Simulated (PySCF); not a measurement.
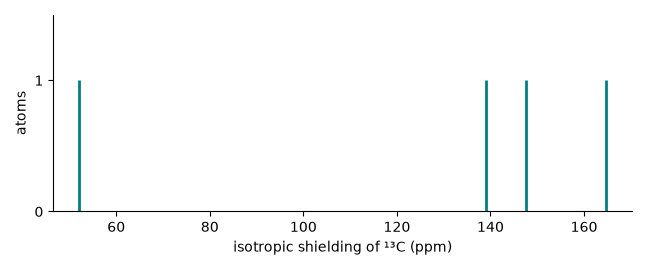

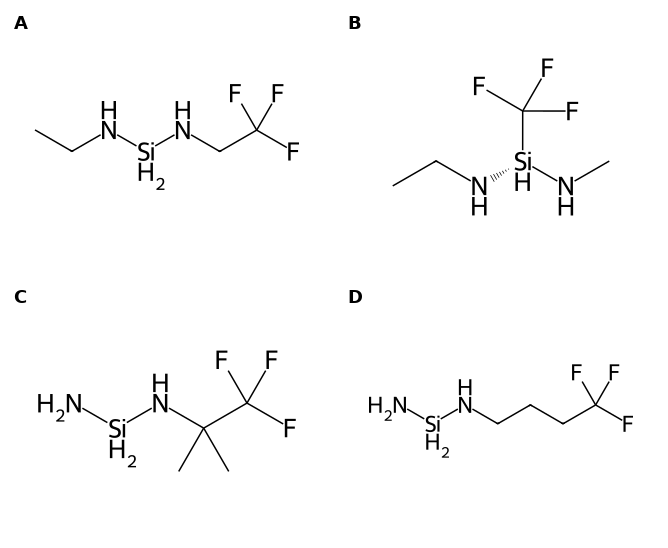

The sticks are computed shieldings of one of the molecules, for one fixed geometry (GFN2-xTB) without averaging over rotations. Low shielding means a high chemical shift. Method: GIAO PBE0/pcSseg-1 NMR shielding, non-relativistic, gas phase (PySCF 2.14.0).

Which molecule gives this pattern?

Answer. A, `CCN[SiH2]NCC(F)(F)F`. Its 4 C atoms give lines at 52.1, 138.9, 147.6, 164.6 ppm.

The geometry is semi-empirical. Around Si such bond lengths and angles can be off by a tenth of an ångström or more and by several degrees, and values that hang on the shape move with them.
